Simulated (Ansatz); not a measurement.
Input

```
crystal:
  periodic: [false, false, false]
  atoms:
    - { symbol: Si, position_ang: [0.18997, -0.055066, 0.156514] }
    - { symbol: C, position_ang: [0.139369, -0.043048, 2.037873] }
    - { symbol: H, position_ang: [-0.575505, -0.781007, 2.434997] }
    - { symbol: H, position_ang: [1.131274, -0.297388, 2.448936] }
    - { symbol: H, position_ang: [-0.132669, 0.948277, 2.434626] }
    - { symbol: H, position_ang: [1.586595, -0.338126, -0.323576] }
    - { symbol: H, position_ang: [-0.217311, 1.263196, -0.432977] }
    - { symbol: H, position_ang: [-0.699106, -1.115933, -0.423737] }
    - { symbol: H, position_ang: [-2.332805, 0.518225, 0.80745] }
    - { symbol: H, position_ang: [-2.055213, 0.44877, 1.459595] }
basis:
  gaussian: { orbitals: "6-31G*" }
hamiltonian:
  xc: pbe
  dispersion: d4
relax:
  f_tol: 0.03
  max_steps: 50
output:
  orbitals: {}
```

Command:

```sh
ansatz run input.yaml --threads 1 --pin off --max-ram 2048MiB --backend cpu --events-out ev --progress --plain --runs-dir out
```

The fields are those of the relaxed geometry.

Level of theory: RKS PBE-D4/6-31G* (Ansatz 0.2.0).

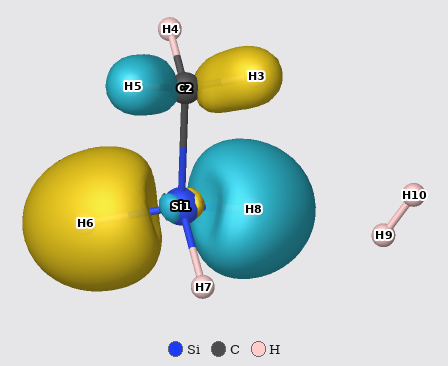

CH₆Si···H₂. The HOMO−1 at ±0.15 Å⁻³ᐟ² (yellow and cyan are the two phases), seen at a tilt.

Describe this orbital and give its energy.

Answer. It lies mainly on Si1 (about 35 %), H6 (about 25 %) and H8 (about 25 %). Its energy is −7.90 eV.
